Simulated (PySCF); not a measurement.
**[FeH3]-: relaxation and vibrations of the triplet**

Where does triplet [FeH3]- go from a PBE0 minimum start, is the end point a minimum, and what are its modes, charges and moments?

The runs use PySCF 2.14.0; PBE0, basis Fe def2-TZVPD, H def2-TZVPD, no relativity, density fitting.

## Step 1: Starting geometry

4 atoms, charge -1, spin multiplicity 3.

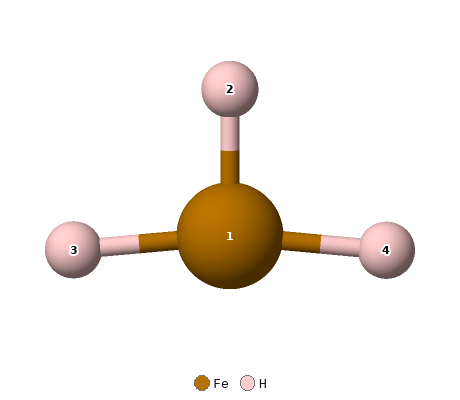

Start geometry, drawn with iron orange, hydrogen pink; atoms are numbered from 1 in the order of the file.

```xyz
4
charge -1 multiplicity 3
Fe    0.0000    0.0000   -0.0213
H     0.0000    0.0000    1.5241
H     1.6477    0.0000   -0.1728
H    -1.6477    0.0000   -0.1728
```

## Step 2: The SCF at the typed geometry

One driver script runs all steps and calls PySCF; scf.py shows how it sets up the SCF of each step. The optimiser is the driver's own. After this first run the driver tries any further starts and a stability analysis.

scf.py

```python
from pyscf import gto, scf, dft
mol = gto.M(atom='''
Fe     0.000000     0.000000    -0.021308
H     -0.000000    -0.000000     1.524102
H      1.647650    -0.000000    -0.172813
H     -1.647650     0.000000    -0.172813''',
    basis={'Fe': 'def2-TZVPD', 'H': 'def2-TZVPD'},
    charge=-1, spin=2)
mf = dft.UKS(mol, xc='PBE0')
mf.grids.atom_grid = (50, 194)
aux = {'Fe': 'def2-universal-JKFIT', 'H': 'def2-universal-JKFIT'}
mf = mf.density_fit(auxbasis=aux)
mf.conv_tol = 1e-08
mf.diis_space = 10
mf.max_cycle = 60
mf.init_guess = 'minao'
mf.verbose = 4
mf.kernel()
```

The run is started by

```console
$ OMP_NUM_THREADS=2 python axn.py task.json out
```

After this run come: Relaxation: PBE0 minimum start, triplet; Frequencies.

**Question.** What will these runs give? Wanted: minimum; geometry; wavenumbers; dipole moment; highest occupied, lowest empty level; polar-tensor charge of Fe1; zero-point energy; ⟨S²⟩.

The runs gave:

| quantity | value |
| --- | --- |
| minimum | triplet, C2v |
| geometry | Fe–H 1.546 Å, Fe–H 1.654 Å (×2); H–Fe–H 95.2° (×2), H–Fe–H 169.5° |
| wavenumbers (cm⁻¹) | 338 (b2), 572 (b1), 648 (a1), 1401 (b2), 1545 (a1), 1626 (a1) |
| dipole moment (centre of mass) | 1.99 D |
| highest occupied, lowest empty level (either spin) | 0.27, 2.98 eV |
| polar-tensor charge of Fe1 | +0.01 e |
| zero-point energy | 36.7 kJ/mol |
| entropy at 298.15 K | 239.8 J/(mol K) |
| ⟨S²⟩ | 2.139 |

What this shows: The PBE0 minimum start keeps its C2v symmetry and ends in a minimum. The strongest infrared band lies at 1401 cm⁻¹ (b2, stretch). Most of the spin sits on Fe1 (Mulliken spin 2.36, against 2 for the whole molecule). The first SCF alone would have been 34 kJ/mol too high. Other starts or spin states, not run here, may lie lower. A highest occupied level above zero is common for anions with such functionals; it warns that the extra electron is poorly described. One determinant may miss the lowest occupation of an open d or f shell.
